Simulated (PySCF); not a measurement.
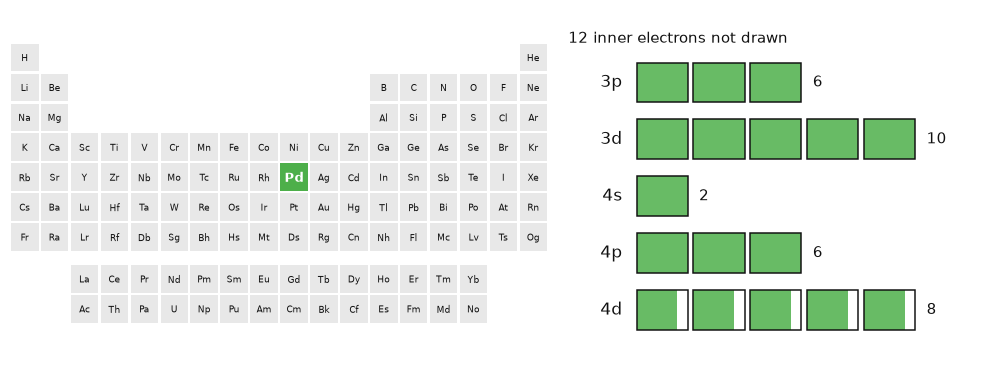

Figure 1. Left, the place of palladium in the periodic table; right, the outer shells of the nominal configuration: a box for each of the 2l + 1 orbitals, shaded by the share of the shell that is filled, with the electron count at the right.

## Atomic calculation, with input and output: Pd²⁺

Pd²⁺, configuration 1s2 2s2 2p6 3s2 3p6 3d10 4s2 4p6 4d8, multiplicity 3. Computed at this level: unrestricted r2SCAN, def2-QZVPPD with ECP28, scalar-relativistic core potential (PySCF).

## Summary

```
                                                quantity                      value
                                                 outcome                  converged
total energy (valence electrons, under a core potential)        −126.882177 hartree
                                                    ⟨S²⟩                      2.002
                                                    ⟨L²⟩                      12.02
                                          SCF iterations                          6
                                                hardware  1 CPU thread, shared host
                                                CPU time    2.8 s (integrals apart)
```

## Input file
```python
from pyscf import gto, scf, dft, mp, cc
mol = gto.M(atom="Pd 0 0 0", charge=2, spin=2, symmetry="D2h",
            basis="def2-QZVPPD",
            ecp="def2-QZVPPD")
mf = dft.UKS(mol, xc="R2SCAN")
mf.irrep_nelec = {'Ag': (3, 1), 'B1g': (1, 1), 'B2g': (1, 1), 'B3g': (1, 1), 'B1u': (1, 1), 'B2u': (1, 1), 'B3u': (1, 1)}
mf.kernel()
```

The script is an equivalent of what the driver set up; the driver started from orbitals of its own, so the log can be shorter than this script's would be, and it computed the properties (radii, ⟨L²⟩, response) afterwards. It held the occupations shell by shell, which the script's counts by irreducible representation don't always enforce.

## Output (extracts)
```
damping factor = 0
level_shift factor = 0
DIIS = <class 'pyscf.scf.diis.CDIIS'>
diis_start_cycle = 1
diis_space = 10
diis_damp = 0
SCF conv_tol = 1e-09
SCF conv_tol_grad = None
number electrons alpha = 9  beta = 7
XC functionals = R2SCAN
    J. W. Furness, A. D. Kaplan, J. Ning, J. P. Perdew, and J. Sun.,  J. Phys. Chem. Lett. 11, 8208-8215 (2020)
    J. W. Furness, A. D. Kaplan, J. Ning, J. P. Perdew, and J. Sun.,  J. Phys. Chem. Lett. 11, 9248-9248 (2020)
    J. W. Furness, A. D. Kaplan, J. Ning, J. P. Perdew, and J. Sun.,  J. Phys. Chem. Lett. 11, 8208-8215 (2020)
    J. W. Furness, A. D. Kaplan, J. Ning, J. P. Perdew, and J. Sun.,  J. Phys. Chem. Lett. 11, 9248-9248 (2020)
cycle= 1 E= -126.882105233893  delta_E= -0.00555  |g|= 0.0165  |ddm|= 0.121
cycle= 2 E= -126.882142490377  delta_E= -3.73e-05  |g|= 0.0121  |ddm|= 0.00999
cycle= 3 E= -126.882175923043  delta_E= -3.34e-05  |g|= 0.00175  |ddm|= 0.00548
cycle= 4 E= -126.882176662882  delta_E= -7.4e-07  |g|= 7.31e-05  |ddm|= 0.000701
cycle= 5 E= -126.882176664694  delta_E= -1.81e-09  |g|= 8.69e-06  |ddm|= 4.02e-05
cycle= 6 E= -126.882176664717  delta_E= -2.31e-11  |g|= 3.43e-07  |ddm|= 4.65e-06
converged SCF energy = -126.882176664717  <S^2> = 2.0016663  2S+1 = 3.0011107
```

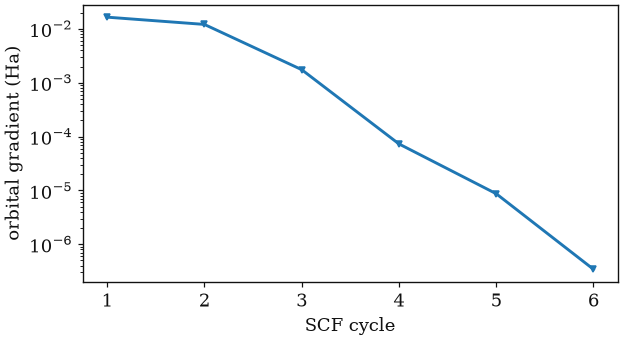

Figure 2. Convergence: orbital gradient against the SCF cycle. The residual falls at every step. It goes from 0.017 to 3.4×10⁻⁷ in 6 steps.

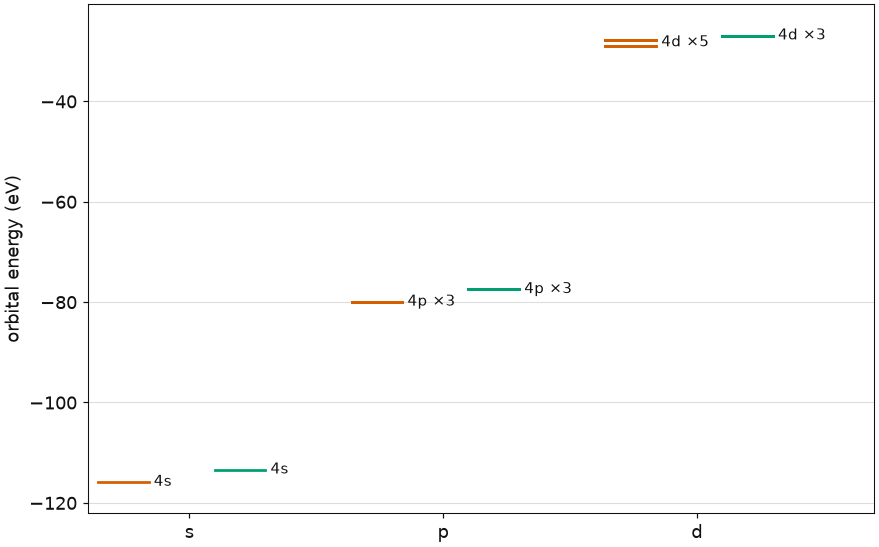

Figure 3. Orbital energies of the mean field, from the top down to −115.9 eV, by angular momentum, α spin at the left of each column and β at the right; ×n counts the orbitals under one label. The highest filled orbital is 4d β at −26.9 eV, the lowest empty one d β at −24.7 eV.
